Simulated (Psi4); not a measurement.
# A workflow on SiNH2F (SMILES N[Si]F), part 2 of 2

Psi4 1.11.

**4. The doublet cation: a structure relaxation at UCAM-B3LYP/pcseg-1 (density fitting) (run 3)**

File fh2nsi.xyz:

```xyz
5
FH2NSi
N     -0.416826     0.241306    -0.274346
Si     0.146457    -1.151840     0.541602
F      1.552272    -0.506016     1.118932
H      0.075730     1.131023    -0.307320
H     -1.294031     0.261160    -0.784559
```

File job.py:

```python
import psi4

psi4.set_memory(1600000000)
psi4.set_num_threads(1)
psi4.core.set_output_file('output.dat', False)

with open('fh2nsi.xyz') as f:
    atoms = ''.join(f.readlines()[2:])
molecule = psi4.geometry('1 2\n' + atoms + 'symmetry c1')

psi4.set_options({
    'reference': 'uks',
})

result = psi4.optimize('cam-b3lyp/pcseg-1')
print(f'total energy {result:.8f} hartree = {result * 27.211386:.5f} eV')
molecule.save_xyz_file('final.xyz', False)
```

Started as:

```sh
$ python job.py
```

output.dat:

```text
gradient() will perform analytic gradient computation.

   => Loading Basis Set <=

    Name: PCSEG-1
    Role: ORBITAL
    Keyword: BASIS

         ---------------------------------------------------------
                                   SCF
                              UKS Reference
                        1 Threads,   1525 MiB Core
         ---------------------------------------------------------

  ==> Geometry <==

    Molecular point group: c1
    Full point group: C1

    Geometry (in Angstrom), charge = 1, multiplicity = 2:

       Center              X                  Y                   Z               Mass
    ------------   -----------------  -----------------  -----------------  -----------------
         N           -0.837872509129     0.829557337490    -0.773887915500    14.003074004430
         SI          -0.274589509129    -0.563588662510     0.042060084500    27.976926534650
         F            1.131225490871     0.082235337490     0.619390084500    18.998403162730
         H           -0.345316509129     1.719274337490    -0.806861915500     1.007825032230
         H           -1.715077509129     0.849411337490    -1.284100915500     1.007825032230

  Running in c1 symmetry.

  Rotational constants: A =      0.80485  B =      0.28674  C =      0.21142 [cm^-1]
  Rotational constants: A =  24128.92957  B =   8596.12786  C =   6338.12072 [MHz]
  Nuclear repulsion =  100.791203681556880

  Charge       = 1
  Multiplicity = 2
  Electrons    = 31
  Nalpha       = 16
  Nbeta        = 15

  ==> Algorithm <==

  SCF Algorithm Type is DF.
  DIIS enabled.
  MOM disabled.
  Fractional occupation disabled.
  Guess Type is SAD.
  Energy threshold   = 1.00e-08
  Density threshold  = 1.00e-08
  Integral threshold = 1.00e-12

  ==> Primary Basis <==

  Basis Set: PCSEG-1
    Blend: PCSEG-1
    Number of shells: 26
    Number of basis functions: 56
    Number of Cartesian functions: 59
    Spherical Harmonics?: true
    Max angular momentum: 2

  ==> DFT Potential <==

   => LibXC <=

    Version 7.1.2

   => Composite Functional: CAM-B3LYP <=

    CAM-B3LYP Hyb-GGA Exchange-Correlation Functional

    Deriv               =              1
    GGA                 =           TRUE
    Meta                =          FALSE

    Exchange Hybrid     =           TRUE
    MP2 Hybrid          =          FALSE

   => Exchange Functionals <=

    0.3500         Becke 88 [omega = 0.3300]
    0.4600   Short-range recipe for B88 functional - erf [omega = 0.3300]

   => Exact (HF) Exchange <=

    0.4600            HF,LR [omega = 0.3300]
    0.1900               HF

   => Correlation Functionals <=

    0.1900   Vosko, Wilk & Nusair (VWN5)
    0.8100   Lee, Yang & Parr

   => LibXC Density Thresholds  <==

    XC_HYB_GGA_XC_CAM_B3LYP:  1.00E-14

   => Molecular Quadrature <=

    Radial Scheme          =       TREUTLER
    Pruning Scheme         =           NONE
    Nuclear Scheme         =       TREUTLER

    Blocking Scheme        =         OCTREE
    BS radius alpha        =              1
    Pruning alpha          =              1
    Radial Points          =             75
    Spherical Points       =            302
    Total Points           =         109331
    Total Blocks           =            870
    Max Points             =            256
    Max Functions          =             56
    Weights Tolerance      =       1.00E-15

   => Loading Basis Set <=

    Name: (PCSEG-1 AUX)
    Role: JKFIT
    Keyword: DF_BASIS_SCF

  ==> Integral Setup <==

  DFHelper Memory: AOs need 0.024 GiB; user supplied 0.966 GiB.
  SCF_SUBTYPE=INCORE selected. In-core MEM_DF algorithm will be used.
  Using in-core AOs.

  ==> MemDFJK: Density-Fitted J/K Matrices <==

    J tasked:                   Yes
    K tasked:                   Yes
    wK tasked:                  Yes
    Omega:                3.300E-01
    Memory [MiB]:               989
    Algorithm:                 Core
    Schwarz Cutoff:           1E-12
    Mask sparsity (%):       0.3827
    Fitting Condition:        1E-10

   => Auxiliary Basis Set <=

  Basis Set: (PCSEG-1 AUX)
    Blend: DEF2-UNIVERSAL-JKFIT
    Number of shells: 100
    Number of basis functions: 318
    Number of Cartesian functions: 381
    Spherical Harmonics?: true
    Max angular momentum: 4

  Cached 100.0% of DFT collocation blocks in 0.151 [GiB].

  Minimum eigenvalue in the overlap matrix is 3.5895555600E-02.
  Reciprocal condition number of the overlap matrix is 7.9355885450E-03.
    Using symmetric orthogonalization.

  ==> Pre-Iterations <==

  SCF Guess: Superposition of Atomic Densities via on-the-fly atomic UHF (no occupation information).

   -------------------------
    Irrep   Nso     Nmo
   -------------------------
     A         56      56
   -------------------------
    Total      56      56
   -------------------------

  ==> Iterations <==

                           Total Energy        Delta E     RMS |[F,P]|

[... 2 lines left out ...]
   @DF-UKS iter   2:  -444.29659312116763    3.65232e-01   2.00963e-02 DIIS/ADIIS
[... 4 lines left out ...]
   @DF-UKS iter   7:  -444.90641679389336   -5.15119e-06   8.80795e-06 DIIS
[... 4 lines left out ...]
   @DF-UKS iter  12:  -444.90641738994259   -6.92808e-10   8.08715e-08 DIIS
[... 4 lines left out ...]
  Energy and wave function converged.
[... 12 lines left out ...]
   @S   Observed:                5.000000000E-01
[... 51 lines left out ...]
    Two-Electron Energy =                 291.0083570998716596
[... 27 lines left out ...]
 Dipole X            :          1.5416401           -3.0022557           -1.4606156
[... 126 lines left out ...]
	Measures of convergence in internal coordinates in au.
[... 147 lines left out ...]
   @DF-UKS iter   0:  -444.97238279569632   -4.44972e+02   4.66799e-03
[... 4 lines left out ...]
   @DF-UKS iter   5:  -444.92126238809186   -8.31182e-06   2.78091e-05 DIIS
[... 4 lines left out ...]
   @DF-UKS iter  10:  -444.92126445504482   -3.83579e-10   6.75932e-08 DIIS
[... 12 lines left out ...]
   @S^2 Expected:                7.500000000E-01
[... 11 lines left out ...]
  @DF-UKS Final Energy:  -444.92126445511531
[... 7 lines left out ...]
    Empirical Dispersion Energy =           0.0000000000000000
[... 27 lines left out ...]
 Dipole Z            :          1.9113058           -2.6656713           -0.7543655
[... 99 lines left out ...]
	  Convergence Criteria     1.00e-06 *    3.00e-04 *             o    1.20e-03 *             o
[... 111 lines left out ...]
   @DF-UKS iter   2:  -444.92275450118882   -1.02072e-04   2.17796e-04 DIIS/ADIIS
[... 4 lines left out ...]
   @DF-UKS iter   7:  -444.92280983160913   -4.46577e-08   8.05429e-07 DIIS
[... 4 lines left out ...]
  Energy and wave function converged.
[... 12 lines left out ...]
   @S   Observed:                5.000000000E-01
[... 14 lines left out ...]
    Two-Electron Energy =                 293.0015176924303546
[... 27 lines left out ...]
 Dipole X            :          1.8508435           -3.1956820           -1.3448385
[... 94 lines left out ...]
	Measures of convergence in internal coordinates in au.
[... 116 lines left out ...]
   @DF-UKS iter   0:  -444.91550100466202   -4.44916e+02   3.59041e-04
[... 4 lines left out ...]
   @DF-UKS iter   5:  -444.92287663725165   -1.98530e-08   1.77431e-06 DIIS
[... 4 lines left out ...]
   @DF-UKS iter  10:  -444.92287664228672   -1.81899e-12   4.11955e-09 DIIS
[... 12 lines left out ...]
   @S   Expected:                5.000000000E-01
[... 14 lines left out ...]
    One-Electron Energy =                -811.1762699578202955
[... 4 lines left out ...]
    Total Energy =                       -444.9228766422867238
[... 116 lines left out ...]
	                                 ==> Convergence Check <==
[... 98 lines left out ...]
                           Total Energy        Delta E     RMS |[F,P]|
[... 5 lines left out ...]
   @DF-UKS iter   4:  -444.92289240191087   -9.87525e-08   1.15833e-06 DIIS
[... 4 lines left out ...]
   @DF-UKS iter   9:  -444.92289240890102   -9.66338e-12   1.03745e-08 DIIS
[... 12 lines left out ...]
   @S^2 Observed:                7.528362923E-01
[... 14 lines left out ...]
    Nuclear Repulsion Energy =            102.6892522185472245
[... 4 lines left out ...]
    VV10 Nonlocal Energy =                  0.0000000000000000
[... 69 lines left out ...]
    Weights Tolerance      =       1.00E-15
[... 126 lines left out ...]
    Weights Tolerance      =       1.00E-15
[... 24 lines left out ...]
   @DF-UKS iter   3:  -444.92289626378283   -4.27631e-08   4.51997e-06 DIIS
[... 4 lines left out ...]
   @DF-UKS iter   8:  -444.92289630032803   -1.55751e-11   1.68429e-08 DIIS
[... 12 lines left out ...]
   @S^2 Observed:                7.528378680E-01
[... 14 lines left out ...]
    Nuclear Repulsion Energy =            102.6832409851588608
[... 4 lines left out ...]
    VV10 Nonlocal Energy =                  0.0000000000000000
[... 69 lines left out ...]
    Weights Tolerance      =       1.00E-15
[... 126 lines left out ...]
    Weights Tolerance      =       1.00E-15
[... 24 lines left out ...]
   @DF-UKS iter   3:  -444.92289625607725   -1.21361e-09   7.09557e-07 DIIS
[... 4 lines left out ...]
  Energy and wave function converged.
[... 12 lines left out ...]
   @S   Observed:                5.000000000E-01
[... 38 lines left out ...]
    Final Occupation by Irrep:
              A
    DOCC [    15 ]
    SOCC [     1 ]
    NA   [    16 ]
    NB   [    15 ]

  @DF-UKS Final Energy:  -444.92289625685385

   => Energetics <=

    Nuclear Repulsion Energy =            102.6899146943644752
    One-Electron Energy =                -811.1642413555596249
    Two-Electron Energy =                 292.6724401094123778
    DFT Exchange-Correlation Energy =     -29.1210097050710743
    Empirical Dispersion Energy =           0.0000000000000000
    VV10 Nonlocal Energy =                  0.0000000000000000
    Total Energy =                       -444.9228962568538464

  UHF NO Occupations:
  HONO-2 :   14  A 1.9995570
  HONO-1 :   15  A 1.9992004
  HONO-0 :   16  A 1.0000000
  LUNO+0 :   17  A 0.0007996
  LUNO+1 :   18  A 0.0004430
  LUNO+2 :   19  A 0.0001477
  LUNO+3 :   20  A 0.0000108

Computation Completed

Properties will be evaluated at   0.000000,   0.000000,   0.000000 [a0]

Properties computed using the SCF density matrix

 Multipole Moments:

 ------------------------------------------------------------------------------------
     Multipole            Electronic (a.u.)      Nuclear  (a.u.)        Total (a.u.)
 ------------------------------------------------------------------------------------

 L = 1.  Multiply by 2.5417464519 to convert [e a0] to [Debye]
 Dipole X            :          1.8641630           -3.2193922           -1.3552292
 Dipole Y            :         -2.4683815            2.4926278            0.0242463
 Dipole Z            :          1.9427884           -2.7282784           -0.7854900
 Magnitude           :                                                    1.5665977

 ------------------------------------------------------------------------------------

	total time  =          2 seconds =       0.03 minutes

         ------------------------------------------------------------
                                   SCF GRAD
         ------------------------------------------------------------

  ==> Geometry <==

    Molecular point group: c1
    Full point group: C1

    Geometry (in Angstrom), charge = 1, multiplicity = 2:

       Center              X                  Y                   Z               Mass
    ------------   -----------------  -----------------  -----------------  -----------------
         N           -0.914819991229     0.834908189980    -0.820114216586    14.003074004430
         SI          -0.239636002897    -0.412518743662     0.008699865146    27.976926534650
         F            1.147920077890    -0.142023117401     0.708381351365    18.998403162730
         H           -0.467414707023     1.755030259408    -0.889432064518     1.007825032230
         H           -1.808850992834     0.773124703735    -1.310741434255     1.007825032230

  Nuclear repulsion =  102.689914694364475

   => Molecular Quadrature <=

    Radial Scheme          =       TREUTLER
    Pruning Scheme         =           NONE
    Nuclear Scheme         =       TREUTLER

    Blocking Scheme        =         OCTREE
    BS radius alpha        =              1
    Pruning alpha          =              1
    Radial Points          =             75
    Spherical Points       =            302
    Total Points           =         109224
    Total Blocks           =            876
    Max Points             =            256
    Max Functions          =             56
    Weights Tolerance      =       1.00E-15

  -Total Gradient:
     Atom            X                  Y                   Z
    ------   -----------------  -----------------  -----------------
       1        0.000097878371    -0.000091530512     0.000087213593
       2        0.000148031590     0.000019726384     0.000077976241
       3        0.000170857313     0.000072685510     0.000072393604
       4        0.000054420264    -0.000015549514     0.000037079894
       5        0.000088177189    -0.000064380846     0.000074010917

	total time  =          1 seconds =       0.02 minutes

    			-----------------------------------------

    			 OPTKING 3.0: for geometry optimizations

    			        with contributions from

    			-----------------------------------------

	                            ===> Fragment 1 <==

	 Z (Atomic Numbers)          Masses                          Geom
	       7.000000            14.003074         -1.72875924  1.57774782 -1.54979126
	      14.000000            27.976927         -0.45284642 -0.77954745  0.01644036
	       9.000000            18.998403          2.16925456 -0.26838480  1.33864675
	       1.000000             1.007825         -0.88328578  3.31652653 -1.68078301
	       1.000000             1.007825         -3.41823298  1.46099395 -2.47694233

	 - Coordinate -           - BOHR/RAD -       - ANG/DEG -
	 R(1,2)           =         3.104493           1.642827
	 R(1,4)           =         1.937869           1.025476
	 R(1,5)           =         1.930690           1.021677
[... 6 lines of this table left out ...]
	 D(3,2,1,5)       =         3.141623         180.001756

	        --- Internal Coordinate Step in ANG or DEG, aJ/ANG or AJ/DEG ---
	-------------------------------------------------------------------------------
	           Coordinate      Previous         Force          Change          New
	           ----------      --------        ------          ------        ------
	               R(1,2)       1.64283        0.00008        0.00002       1.64284
	               R(1,4)       1.02548       -0.00006       -0.00001       1.02546
	               R(1,5)       1.02168       -0.00005       -0.00001       1.02167
[... 6 lines of this table left out ...]
	           D(3,2,1,5)     180.00176       -0.00000       -0.00323     179.99853
	-------------------------------------------------------------------------------

	                                 ==> Convergence Check <==

	Measures of convergence in internal coordinates in au.

	Criteria marked as inactive (o), active & met (*), and active & unmet ( ).

	----------------------------------------------------------------------------------------------
	   Step    Total Energy     Delta E     Max Force     RMS Force      Max Disp      RMS Disp
	----------------------------------------------------------------------------------------------
	  Convergence Criteria     1.00e-06 *    3.00e-04 *             o    1.20e-03 *             o
	----------------------------------------------------------------------------------------------
	     7    -444.92289626    4.35e-08 *    2.59e-05 *    1.36e-05 o    2.78e-04 *    1.13e-04 o  ~
	----------------------------------------------------------------------------------------------

Next Geometry in Ang
	Fragment 1 (Ang)

	    N  -0.9147858514   0.8349932409  -0.8200960213
	   Si  -0.2396661867  -0.4125133641   0.0086847567
	    F   1.1478742490  -0.1420610869   0.7083598855
	    H  -0.4674114846   1.7551128485  -0.8894643741
	    H  -1.8088123425   0.7729896536  -1.3106907455

    Final optimized geometry and variables:
    Molecular point group: c1
    Full point group: C1

    Geometry (in Angstrom), charge = 1, multiplicity = 2:

    N           -0.914819991229     0.834908189980    -0.820114216586
    SI          -0.239636002897    -0.412518743662     0.008699865146
    F            1.147920077890    -0.142023117401     0.708381351365
    H           -0.467414707023     1.755030259408    -0.889432064518
    H           -1.808850992834     0.773124703735    -1.310741434255

[set-up sections that repeat, and orbital energies of the middle runs, are left out above]
```

On the terminal:

```text
Some dependencies such as QCElemental have not yet finished migration to pydantic v2. If issues are encountered please downgrade pydantic or upgrade QCElemental as appropriate
	Unable to completely converge to displaced geometry.
	RMS(dx):  1.003e-06 	Max(dx):  1.914e-06 	RMS(dq):  3.352e-06
	Previous geometry is closer to target in internal coordinates, so using that one.

	Best geometry has RMS(Delta(q)) = 1.68e-06

	Unable to completely converge to displaced geometry.
	RMS(dx):  2.104e-06 	Max(dx):  3.994e-06 	RMS(dq):  3.611e-06
	Previous geometry is closer to target in internal coordinates, so using that one.

	Best geometry has RMS(Delta(q)) = 3.61e-06

	Energy has increased in a minimization.
	Energy ratio indicates iffy step.
	Intrafrag trust radius decreased to   0.25.
	Unable to completely converge to displaced geometry.
	RMS(dx):  1.487e-06 	Max(dx):  2.823e-06 	RMS(dq):  2.552e-06
Optimizer: Optimization complete!
total energy -444.92289626 hartree = -12106.96867 eV
```

It took 26 s on 1 thread of Intel Xeon 6975P-C (Granite Rapids), shared host; peak memory 0.43 GiB.

Steps, from the record of the run:

| step | energy from the first frame kept (eV) | largest force (eV/Å) |
| --- | --- | --- |
| 0 | 0.0000 | 4.2790 |
| 1 | -0.4040 | 1.3955 |
| 2 | -0.4461 | 0.1883 |
| 3 | -0.4479 | 0.0695 |
| 4 | -0.4483 | 0.0317 |
| 5 | -0.4484 | 0.0179 |
| 6 | -0.4484 | 0.0103 |

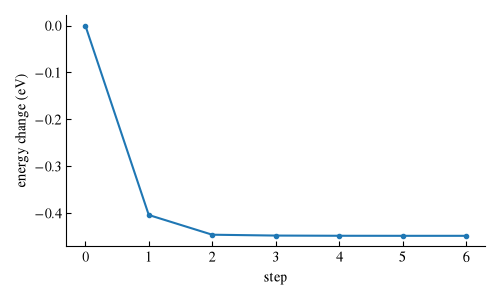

Energy along the run.

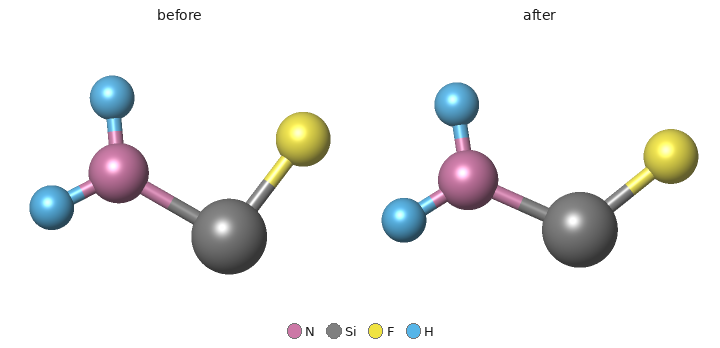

Before and after, at one scale.

After the run. Bond lengths: N1–Si2 1.643 Å, Si2–F3 1.577 Å, N1–H4 1.025 Å, N1–H5 1.022 Å. Angles: N1–Si2–F3 117.1°, Si2–N1–H4 122.4°, Si2–N1–H5 123.8°, H4–N1–H5 113.8°.

**5. A single-point energy at CAM-B3LYP/pcseg-1 (density fitting) (run 4)**

File input.in:

```
memory 1600 MB

molecule {
  N
  Si 1 1.642827
  F 2 1.57735 1 117.07212
  H 1 1.025476 2 122.41852 3 -0.00131
  H 1 1.021677 4 113.8022 2 179.99727
  symmetry c1
}

set basis pcseg-1

result, w = energy("cam-b3lyp", return_wfn=True)
print_variables()
```

Started as:

```sh
$ psi4 -n 1 input.in input.out
```

input.out, cut to the lines that bear on the results:

```text
[...]
  Running in c1 symmetry.
[...]
  Nuclear repulsion =  102.689922059317581
[...]
  Multiplicity = 1
[...]
  Nalpha       = 16
  Nbeta        = 16
[...]
    Number of basis functions: 56
[...]
   @DF-RKS iter   1:  -445.01162654720326   -3.33910e-01   1.37740e-02 ADIIS/DIIS
[...]
   @DF-RKS iter   8:  -445.25052414701310   -1.08137e-08   3.74512e-07 DIIS
[...]
  @DF-RKS Final Energy:  -445.25052414701310
   => Energetics <=
    Nuclear Repulsion Energy =            102.6899220593175812
    One-Electron Energy =                -820.3587731783040908
    Two-Electron Energy =                 301.7371305527345271
    DFT Exchange-Correlation Energy =     -29.3188035807611556
    Empirical Dispersion Energy =           0.0000000000000000
    VV10 Nonlocal Energy =                  0.0000000000000000
    Total Energy =                       -445.2505241470130954
[...]
```

It took 2.8 s on 1 thread of Intel Xeon 6975P-C (Granite Rapids), shared host; peak memory 0.38 GiB.

**6. What came out**

This closing draws on all 2 parts.

```
                                                               quantity          value
                      run 1, CAM-B3LYP/pcseg-1: total energy at the end  -445.27000 Eh
                                run 1, CAM-B3LYP/pcseg-1: dipole moment         2.61 D
                                  run 1, CAM-B3LYP/pcseg-1: HOMO energy       -8.58 eV
                                  run 1, CAM-B3LYP/pcseg-1: LUMO energy       -0.07 eV
                                run 1, CAM-B3LYP/pcseg-1: HOMO–LUMO gap        8.51 eV
                                    doublet cation, run 2: total energy  -444.90642 Eh
              doublet cation, run 2: HOMO energy (highest over α and β)      -16.70 eV
               doublet cation, run 2: LUMO energy (lowest over α and β)      -11.23 eV
                                            doublet cation, run 2: ⟨S²⟩          0.754
                         doublet cation, run 3: total energy at the end  -444.92290 Eh
              doublet cation, run 3: HOMO energy (highest over α and β)      -16.84 eV
               doublet cation, run 3: LUMO energy (lowest over α and β)      -10.24 eV
                                            doublet cation, run 3: ⟨S²⟩          0.753
                                 run 4, CAM-B3LYP/pcseg-1: total energy  -445.25052 Eh
                                run 4, CAM-B3LYP/pcseg-1: dipole moment         3.31 D
                                  run 4, CAM-B3LYP/pcseg-1: HOMO energy       -7.62 eV
                                  run 4, CAM-B3LYP/pcseg-1: LUMO energy        0.35 eV
                                run 4, CAM-B3LYP/pcseg-1: HOMO–LUMO gap        7.97 eV
adiabatic ionisation energy (to the doublet cation, no zero-point term)       9.445 eV
```

**Reading.** The adiabatic ionisation energy (to the doublet cation, no zero-point term) is 9.45 eV (911 kJ/mol). The optimisation (run 1, CAM-B3LYP/pcseg-1) took 8 steps and changed the energy by -0.206 eV. The optimisation (doublet cation, run 3) took 7 steps and changed the energy by -0.448 eV.
